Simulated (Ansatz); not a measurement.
AlH$_{6}$NO···NH$_{3}$

```xyz
13

Al   -1.2251    0.2870   -1.0316
O     0.3441   -0.8143   -1.2338
H    -1.0632    1.4328   -2.1332
H    -2.3586   -0.8410   -1.1885
H     0.8273    0.2296    1.1595
N    -0.9814    0.9272    0.6908
H     0.9853   -0.7655   -0.3965
N     1.6378   -0.3695    0.9166
H     0.1661   -1.7273   -1.4705
H    -0.9745    1.9347    0.7863
H    -1.6064    0.5707    1.4027
H     1.7750   -1.0627    1.6410
H     2.4736    0.1983    0.8571
```

The product side of a reaction path; geometry: PBE0-D4/def2-TZVP.

The calculation used RKS PBE0-D4/def2-TZVPP in Ansatz 0.2.0.

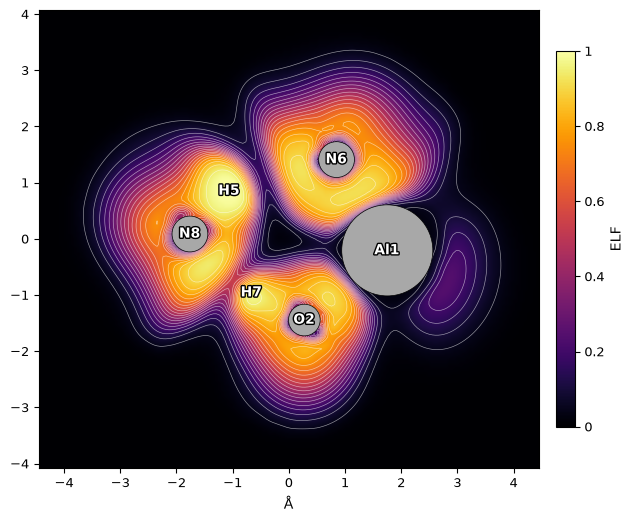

Figure 1. ELF on the plane of atoms Al1, O2 and H7. Grey discs cover the atomic cores.

What do the fields say about this system?

- The section cuts through Al, O, H and N sites.
- N8···H7 (1.52 Å): the ELF peaks at about 0.95 between the atoms (a closed-shell contact with the geometry of a hydrogen bond).
- Al–N (1.85 Å): the ELF peaks at about 0.90 in the valence shell of N, 0.7 Å from its nucleus, and is about 0.70 at the midpoint.
- Al–O (1.93 Å): the ELF peaks at about 0.90 in the valence shell of O, 0.6 Å from its nucleus, and is about 0.55 at the midpoint.
- N–H (1.04 Å): the ELF climbs to about 1 towards the hydrogen, as it does in any bond to H; an ordinary covalent bond to hydrogen.

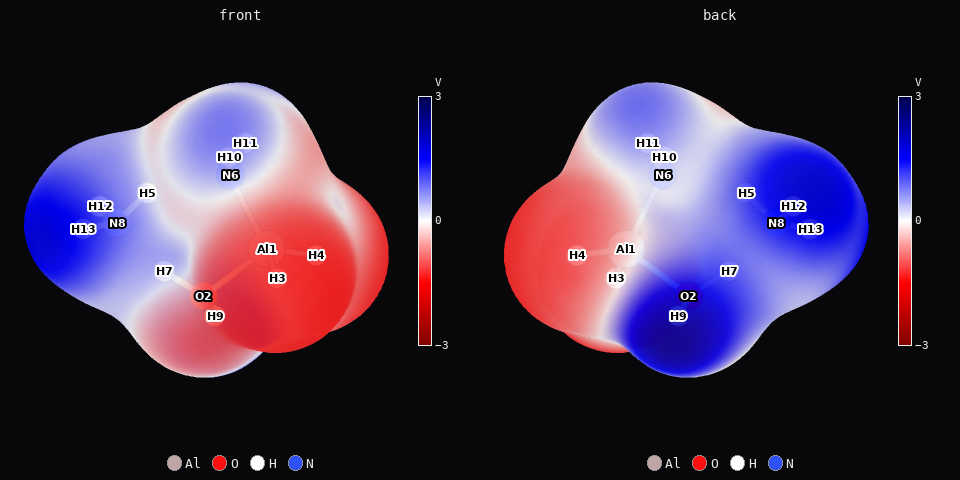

Figure 2. The electrostatic potential painted on the density surface at 0.001 e/bohr³, seen from the front and from behind; red is negative and blue positive.

Describe the electrostatic potential map.

The most negative region (about −1.3 V) lies over H3, the most positive (about +2.2 V) over H9.

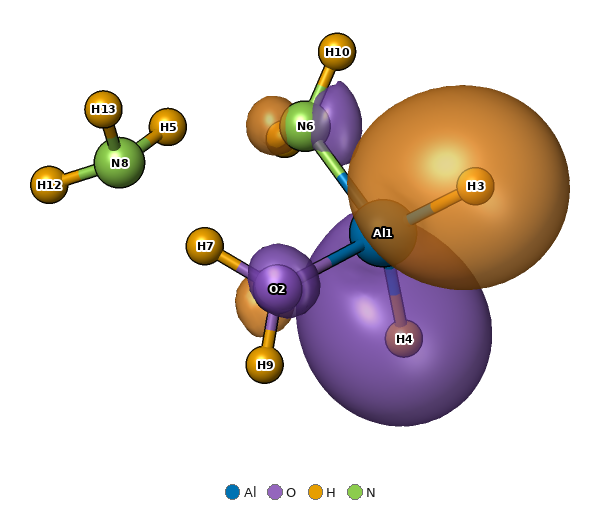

Figure 3. The HOMO−1 at ±0.1 Å⁻³ᐟ² (orange and purple are the two phases), seen at a tilt.

Describe this orbital and give its energy.

It lies mainly on H3 (about 35 %), Al1 (about 35 %) and H4 (about 25 %). Its energy is −7.03 eV.

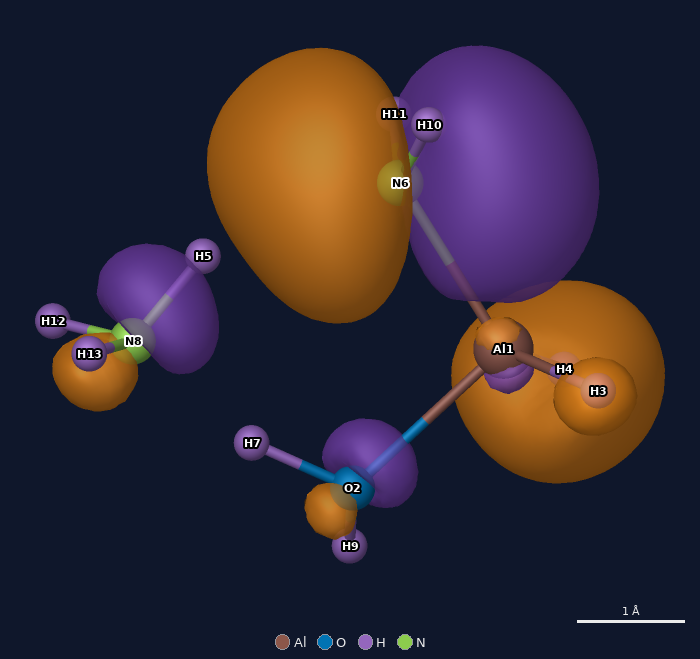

Figure 4. The HOMO at ±0.08 Å⁻³ᐟ² (orange and purple are the two phases), seen at a tilt.

What is the character of this orbital?

Its weight (Hirshfeld) is mainly on N6 (about 60 %), Al1 (about 10 %) and H4 (about 10 %). Its energy is −6.84 eV.
